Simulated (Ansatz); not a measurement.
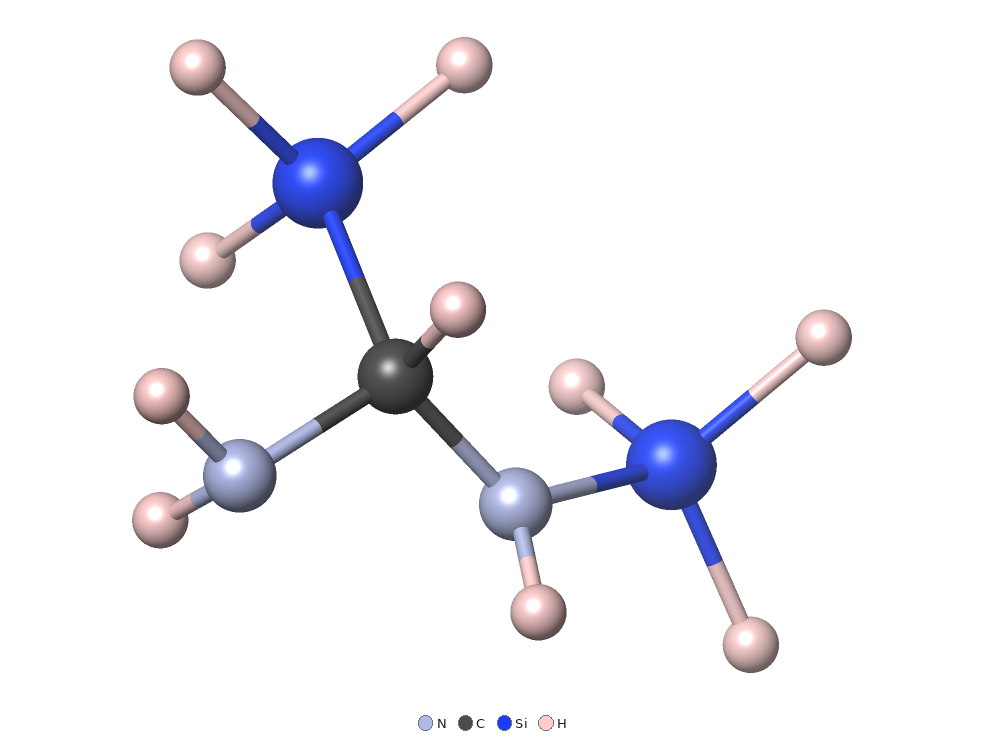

Computed geometry: PBE-D4/def2-SVP optimisation. No frequency run is at hand to confirm it as a minimum.

Draw it as a skeletal formula.

SMILES: N[C@H]([SiH3])N[SiH3]

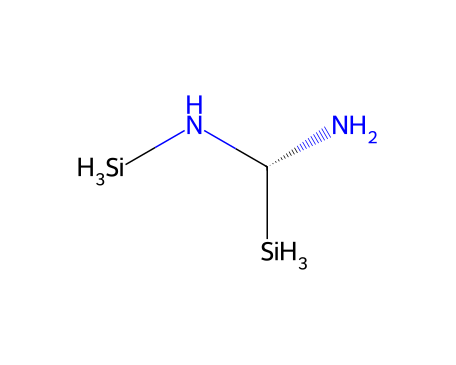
